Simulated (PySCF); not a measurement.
CH7ClO2Si2: geometry relaxation

- system: CH7ClO2Si2, SMILES CO[Si](O)([SiH3])Cl
- method: PBE0-D3(BJ)/def2-SVP geometry optimisation, gas phase (PySCF 2.14.0)

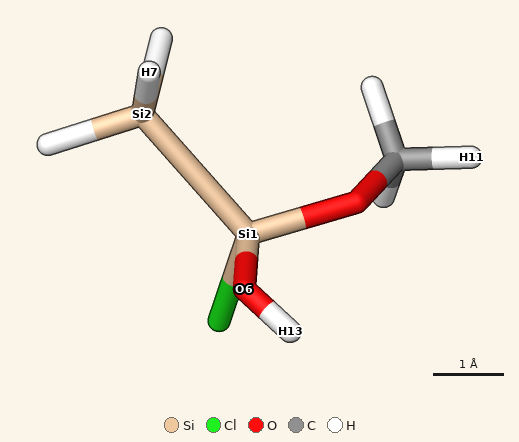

**Figure 1.** The starting structure (stick view, seen at a tilt; atoms are numbered from 1 in the order of the input). Bond lengths as drawn: Cl–Si 2.06 Å, C–H 1.08 to 1.11 Å, C–O 1.37 Å, H–O 0.93 Å, H–Si 1.45 to 1.49 Å, O–Si 1.59 to 1.64 Å and Si–Si 2.32 Å.

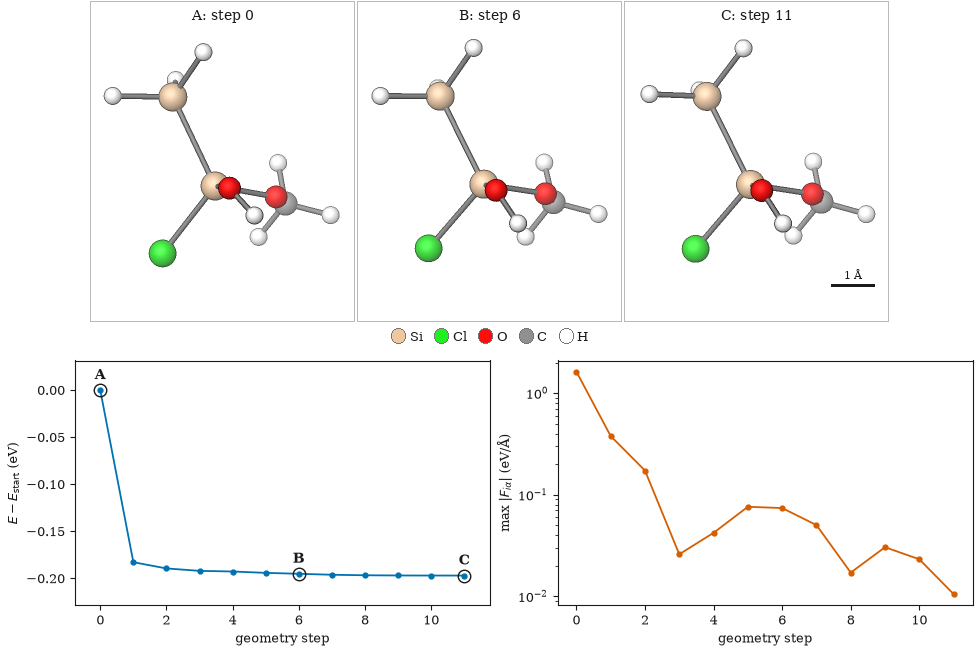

**Figure 2.** Frames of the relaxation (ball-and-stick view, seen at a tilt) above the curves, on which the letters mark them (steps are counted from 0).

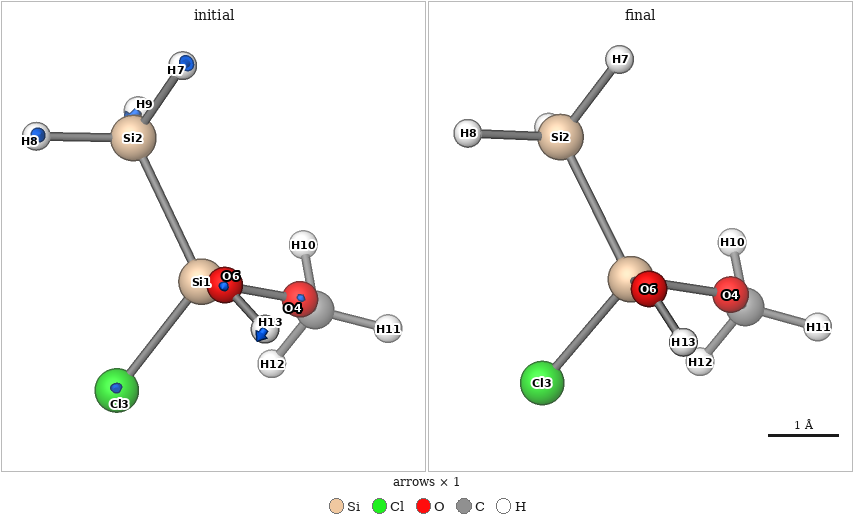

**Figure 3.** Before (left) and after (right) the relaxation, at one scale (ball-and-stick view, seen at a tilt). The blue arrows give the displacements, at true length. After 11 geometry steps the energy has fallen by 0.197 eV. The largest force component goes from 1.6 to 0.011 eV/Å. The largest move after the best rigid fit is that of H9, 0.34 Å. Largest moves by element: H 0.34 Å, Cl 0.17 Å, O 0.12 Å, C 0.06 Å, Si 0.06 Å. Distances before and after: Si1–O6 1.589 → 1.644 Å, Si2–H8 1.451 → 1.493 Å, Si2–H7 1.461 → 1.494 Å, O4–C5 1.372 → 1.403 Å. Among the angles that change: Si2–Si1–Cl3 113.0° → 107.9°, Si1–O6–H13 121.9° → 117.1°, Si2–Si1–O6 105.5° → 108.9°. (Atoms are counted from 1 in the order of the input.)

The input and output of the run follow.

The input
```
{"job": {"xc": "PBE0", "basis": "def2-SVP", "d3": "d3bj", "grid": 2, "kind": "geom", "shake": 0.01}, "charge": 0, "multiplicity": 1}
Si    -0.086336    -0.688033    -0.526471
Si    -2.090658     0.267834     0.160568
Cl     0.412761    -0.203815    -2.462726
O      1.226098    -0.319032     0.387831
C      1.869268     0.886604     0.507562
O     -0.293435    -2.256981    -0.384502
H     -2.599273    -0.398196     1.356900
H     -3.109057     0.232966    -0.873005
H     -1.909889     1.692816     0.545556
H      1.247053     1.625827     1.044134
H      2.766303     0.707936     1.109672
H      2.151987     1.288147    -0.456740
H      0.425387    -2.853445    -0.401375
```

The first line tells a small driver script what to run in PySCF; the rest is the geometry in Å.

Launch command:
```bash
OMP_NUM_THREADS=1 python <driver script> task.json out
```

The program's output
```
step   0  E = -1231.00298600  max force = 0.031628
step   1  E = -1231.00970324  max force = 0.007344
step   2  E = -1231.00994588  max force = 0.003357
step   3  E = -1231.01004064  max force = 0.000504
step   4  E = -1231.01006595  max force = 0.000818
step   5  E = -1231.01011901  max force = 0.001478
step   6  E = -1231.01015517  max force = 0.001435
step   7  E = -1231.01019304  max force = 0.000977
step   8  E = -1231.01021291  max force = 0.000333
step   9  E = -1231.01022089  max force = 0.000591
step  10  E = -1231.01022317  max force = 0.000450
step  11  E = -1231.01022418  max force = 0.000204
optimisation converged
```

Trajectory as extended XYZ (Å, eV, eV/Å), 12 frames, from step=0 to step=11
```
13
Properties=species:S:1:pos:R:3:forces:R:3 step=0 energy=-33497.29744
Si   -0.0863   -0.6880   -0.5265    0.1423   1.3522   0.0790
Si   -2.0907    0.2678    0.1606    0.5031   0.5131   0.1302
Cl    0.4128   -0.2038   -2.4627    0.0043   0.2507  -0.4244
O     1.2261   -0.3190    0.3878   -0.5325  -0.8223   0.0450
C     1.8693    0.8866    0.5076    0.2022   0.4125   0.8671
O    -0.2934   -2.2570   -0.3845   -1.6264  -1.0849   0.1957
H    -2.5993   -0.3982    1.3569   -0.1429  -0.4383   0.5070
H    -3.1091    0.2330   -0.8730   -0.5300  -0.1113  -0.6542
H    -1.9099    1.6928    0.5456    0.1464   0.2100  -0.0293
H     1.2470    1.6258    1.0441    0.0389   0.1170  -0.0531
H     2.7663    0.7079    1.1097    0.2820   0.2295   0.0425
H     2.1520    1.2881   -0.4567    0.2549   0.3805  -0.6397
H     0.4254   -2.8535   -0.4014    1.2577  -1.0087  -0.0657
13
Properties=species:S:1:pos:R:3:forces:R:3 step=1 energy=-33497.48023
Si   -0.0402   -0.8045   -0.6567    0.0421   0.3776  -0.1877
Si   -2.0194    0.2681   -0.0230    0.0660  -0.1280   0.0145
Cl    0.4220   -0.1876   -2.6069   -0.0250  -0.0826   0.1581
O     1.2612   -0.4098    0.2770    0.0277  -0.0438   0.0526
C     1.9179    0.8270    0.3623    0.0118  -0.0134  -0.1176
O    -0.2525   -2.4270   -0.5736   -0.0289  -0.1714   0.0090
H    -2.5286   -0.4072    1.2092   -0.0535   0.0645   0.0160
H    -3.0371    0.1834   -1.1110   -0.0068  -0.0164   0.0034
H    -1.7511    1.7104    0.2765    0.0361  -0.0481  -0.0130
H     1.2958    1.5839    0.8691   -0.0359   0.0292   0.0101
H     2.8394    0.6976    0.9471    0.0184  -0.0244   0.0239
H     2.1924    1.2123   -0.6367   -0.0351  -0.0211   0.0464
H     0.5216   -2.9972   -0.6450   -0.0170   0.0776  -0.0158
13
Properties=species:S:1:pos:R:3:forces:R:3 step=2 energy=-33497.48683
Si   -0.0407   -0.7968   -0.6548    0.0294   0.1726  -0.1187
Si   -2.0204    0.2591   -0.0189    0.0041  -0.0754   0.0172
Cl    0.4231   -0.1880   -2.6003   -0.0130  -0.0281   0.0814
O     1.2612   -0.4108    0.2812    0.0045  -0.0478   0.0439
C     1.9187    0.8248    0.3612    0.0084   0.0146  -0.0219
O    -0.2523   -2.4215   -0.5768   -0.0534  -0.1071   0.0139
H    -2.5452   -0.3900    1.2209   -0.0170   0.0363   0.0028
H    -3.0371    0.1710   -1.1079   -0.0029  -0.0125   0.0012
H    -1.7389    1.6991    0.2663    0.0197   0.0113  -0.0067
H     1.2949    1.5848    0.8644    0.0039   0.0050  -0.0004
H     2.8399    0.6944    0.9480   -0.0039   0.0041   0.0006
H     2.1909    1.2046   -0.6387   -0.0012   0.0043   0.0041
H     0.5274   -2.9813   -0.6563    0.0216   0.0227  -0.0173
13
Properties=species:S:1:pos:R:3:forces:R:3 step=3 energy=-33497.48941
Si   -0.0417   -0.7932   -0.6520    0.0089  -0.0068  -0.0128
Si   -2.0231    0.2506   -0.0136   -0.0154   0.0099   0.0067
Cl    0.4223   -0.1849   -2.5908    0.0010   0.0161  -0.0040
O     1.2603   -0.4131    0.2874   -0.0010  -0.0063   0.0233
C     1.9199    0.8228    0.3607    0.0007   0.0135   0.0106
O    -0.2524   -2.4217   -0.5815   -0.0259  -0.0217   0.0118
H    -2.5587   -0.3669    1.2368    0.0088   0.0060   0.0041
H    -3.0398    0.1517   -1.1018   -0.0008  -0.0078   0.0014
H    -1.7299    1.6936    0.2492   -0.0032   0.0091  -0.0111
H     1.2968    1.5876    0.8581    0.0034  -0.0069  -0.0020
H     2.8394    0.6950    0.9506   -0.0023   0.0009  -0.0036
H     2.1939    1.1971   -0.6402    0.0047   0.0004  -0.0102
H     0.5345   -2.9693   -0.6745    0.0211  -0.0064  -0.0140
13
Properties=species:S:1:pos:R:3:forces:R:3 step=4 energy=-33497.49010
Si   -0.0421   -0.7936   -0.6502   -0.0027  -0.0421   0.0235
Si   -2.0242    0.2494   -0.0113   -0.0081   0.0208  -0.0018
Cl    0.4208   -0.1803   -2.5866    0.0052   0.0199  -0.0210
O     1.2595   -0.4141    0.2910   -0.0088  -0.0037   0.0092
C     1.9200    0.8217    0.3611    0.0013   0.0060   0.0072
O    -0.2509   -2.4237   -0.5833   -0.0025   0.0094   0.0046
H    -2.5571   -0.3536    1.2470    0.0117  -0.0003   0.0054
H    -3.0435    0.1389   -1.0961   -0.0014  -0.0075   0.0027
H    -1.7306    1.6954    0.2351   -0.0063   0.0044  -0.0112
H     1.2967    1.5884    0.8551    0.0029  -0.0033  -0.0016
H     2.8384    0.6949    0.9528   -0.0011   0.0016  -0.0029
H     2.1959    1.1922   -0.6409    0.0033   0.0011  -0.0045
H     0.5386   -2.9663   -0.6853    0.0065  -0.0062  -0.0096
13
Properties=species:S:1:pos:R:3:forces:R:3 step=5 energy=-33497.49154
Si   -0.0435   -0.7952   -0.6453   -0.0202  -0.0760   0.0740
Si   -2.0267    0.2481   -0.0063    0.0077   0.0226  -0.0178
Cl    0.4153   -0.1664   -2.5768    0.0112   0.0148  -0.0350
O     1.2565   -0.4166    0.3000   -0.0148   0.0076  -0.0205
C     1.9203    0.8185    0.3634    0.0024  -0.0147   0.0005
O    -0.2465   -2.4286   -0.5878    0.0408   0.0630  -0.0150
H    -2.5412   -0.3149    1.2775    0.0112  -0.0067   0.0073
H    -3.0569    0.0966   -1.0759   -0.0038  -0.0076   0.0062
H    -1.7387    1.7037    0.1873   -0.0074  -0.0040  -0.0078
H     1.2973    1.5902    0.8491   -0.0010   0.0044   0.0000
H     2.8359    0.6933    0.9597    0.0016   0.0014   0.0006
H     2.2018    1.1804   -0.6405   -0.0026   0.0006   0.0046
H     0.5477   -2.9601   -0.7160   -0.0250  -0.0055   0.0028
13
Properties=species:S:1:pos:R:3:forces:R:3 step=6 energy=-33497.49253
Si   -0.0447   -0.7957   -0.6416   -0.0188  -0.0633   0.0729
Si   -2.0282    0.2480   -0.0036    0.0127   0.0111  -0.0200
Cl    0.4109   -0.1555   -2.5714    0.0118   0.0044  -0.0252
O     1.2544   -0.4175    0.3056   -0.0124   0.0125  -0.0323
C     1.9214    0.8163    0.3663    0.0000  -0.0227  -0.0017
O    -0.2433   -2.4303   -0.5916    0.0490   0.0738  -0.0247
H    -2.5186   -0.2807    1.3041    0.0070  -0.0051   0.0064
H    -3.0711    0.0546   -1.0540   -0.0047  -0.0072   0.0076
H    -1.7508    1.7113    0.1404   -0.0052  -0.0067  -0.0035
H     1.2993    1.5911    0.8482   -0.0020   0.0069   0.0008
H     2.8353    0.6906    0.9650    0.0019   0.0009   0.0018
H     2.2061    1.1740   -0.6382   -0.0045   0.0009   0.0073
H     0.5508   -2.9569   -0.7408   -0.0350  -0.0056   0.0107
13
Properties=species:S:1:pos:R:3:forces:R:3 step=7 energy=-33497.49356
Si   -0.0455   -0.7947   -0.6387   -0.0045  -0.0194   0.0329
Si   -2.0293    0.2479   -0.0019    0.0103  -0.0061  -0.0107
Cl    0.4071   -0.1451   -2.5684    0.0082  -0.0082  -0.0009
O     1.2533   -0.4171    0.3085   -0.0040   0.0126  -0.0302
C     1.9236    0.8147    0.3707   -0.0039  -0.0204   0.0001
O    -0.2414   -2.4288   -0.5968    0.0308   0.0502  -0.0243
H    -2.4827   -0.2374    1.3359    0.0006   0.0000   0.0035
H    -3.0906   -0.0029   -1.0210   -0.0040  -0.0055   0.0064
H    -1.7708    1.7192    0.0780   -0.0019  -0.0047   0.0011
H     1.3036    1.5910    0.8530   -0.0020   0.0053   0.0011
H     2.8368    0.6859    0.9698    0.0020   0.0006   0.0014
H     2.2096    1.1726   -0.6332   -0.0038   0.0005   0.0049
H     0.5477   -2.9560   -0.7676   -0.0279  -0.0050   0.0149
13
Properties=species:S:1:pos:R:3:forces:R:3 step=8 energy=-33497.49410
Si   -0.0449   -0.7923   -0.6393    0.0077   0.0171  -0.0109
Si   -2.0290    0.2474   -0.0019    0.0040  -0.0120   0.0016
Cl    0.4074   -0.1426   -2.5705    0.0030  -0.0112   0.0154
O     1.2546   -0.4156    0.3059    0.0033   0.0050  -0.0139
C     1.9257    0.8151    0.3736   -0.0059  -0.0084   0.0019
O    -0.2429   -2.4246   -0.6003    0.0023   0.0115  -0.0129
H    -2.4563   -0.2119    1.3539   -0.0020   0.0030   0.0011
H    -3.1032   -0.0406   -0.9975   -0.0019  -0.0034   0.0029
H    -1.7862    1.7225    0.0396   -0.0008  -0.0007   0.0020
H     1.3073    1.5892    0.8618   -0.0008   0.0016   0.0008
H     2.8403    0.6826    0.9698    0.0013   0.0003  -0.0003
H     2.2090    1.1788   -0.6288   -0.0010   0.0005   0.0005
H     0.5395   -2.9587   -0.7782   -0.0093  -0.0034   0.0116
13
Properties=species:S:1:pos:R:3:forces:R:3 step=9 energy=-33497.49432
Si   -0.0434   -0.7897   -0.6422    0.0101   0.0285  -0.0304
Si   -2.0280    0.2465   -0.0023   -0.0007  -0.0075   0.0078
Cl    0.4102   -0.1448   -2.5747   -0.0011  -0.0069   0.0168
O     1.2573   -0.4142    0.3008    0.0066  -0.0036   0.0023
C     1.9267    0.8166    0.3746   -0.0047   0.0027   0.0022
O    -0.2462   -2.4204   -0.6020   -0.0156  -0.0145  -0.0020
H    -2.4416   -0.2024    1.3613   -0.0008   0.0026   0.0000
H    -3.1088   -0.0592   -0.9853   -0.0001  -0.0016  -0.0001
H    -1.7950    1.7234    0.0238   -0.0014   0.0018   0.0007
H     1.3094    1.5864    0.8709    0.0002  -0.0011   0.0001
H     2.8441    0.6813    0.9661    0.0006   0.0004  -0.0015
H     2.2054    1.1880   -0.6263    0.0009   0.0004  -0.0022
H     0.5312   -2.9623   -0.7764    0.0059  -0.0012   0.0064
13
Properties=species:S:1:pos:R:3:forces:R:3 step=10 energy=-33497.49438
Si   -0.0421   -0.7882   -0.6451    0.0051   0.0189  -0.0231
Si   -2.0269    0.2457   -0.0022   -0.0018  -0.0009   0.0063
Cl    0.4124   -0.1473   -2.5779   -0.0023  -0.0018   0.0088
O     1.2596   -0.4137    0.2966    0.0060  -0.0076   0.0083
C     1.9269    0.8178    0.3742   -0.0022   0.0069   0.0006
O    -0.2488   -2.4183   -0.6024   -0.0159  -0.0174   0.0010
H    -2.4353   -0.2007    1.3638    0.0012   0.0007  -0.0001
H    -3.1102   -0.0660   -0.9806    0.0005  -0.0006  -0.0009
H    -1.7988    1.7235    0.0202   -0.0019   0.0016  -0.0006
H     1.3097    1.5840    0.8764    0.0006  -0.0015  -0.0003
H     2.8466    0.6816    0.9617    0.0001   0.0004  -0.0016
H     2.2014    1.1948   -0.6258    0.0010   0.0003  -0.0021
H     0.5270   -2.9642   -0.7706    0.0096   0.0010   0.0038
13
Properties=species:S:1:pos:R:3:forces:R:3 step=11 energy=-33497.49440
Si   -0.0412   -0.7872   -0.6475   -0.0006   0.0049  -0.0069
Si   -2.0260    0.2451   -0.0015   -0.0014   0.0038   0.0021
Cl    0.4132   -0.1488   -2.5802   -0.0020   0.0016  -0.0002
O     1.2615   -0.4138    0.2935    0.0037  -0.0074   0.0077
C     1.9266    0.8188    0.3731    0.0002   0.0059  -0.0013
O    -0.2504   -2.4173   -0.6024   -0.0087  -0.0105  -0.0004
H    -2.4297   -0.1988    1.3667    0.0020  -0.0010   0.0004
H    -3.1112   -0.0719   -0.9762    0.0003  -0.0001  -0.0005
H    -1.8023    1.7237    0.0170   -0.0015   0.0005  -0.0012
H     1.3095    1.5819    0.8801    0.0003  -0.0006  -0.0004
H     2.8485    0.6824    0.9571   -0.0001   0.0004  -0.0010
H     2.1973    1.1998   -0.6264    0.0003   0.0002  -0.0011
H     0.5258   -2.9645   -0.7648    0.0075   0.0023   0.0029
```

Key numbers

| quantity | value |
| --- | --- |
| outcome | converged |
| total energy | −1231.010224 hartree |
| dipole moment | 1.50 D |
| point group | C1 |
| hardware | 1 CPU thread, shared host |
| wall time | 2 min |
| peak memory | 0.71 GiB |
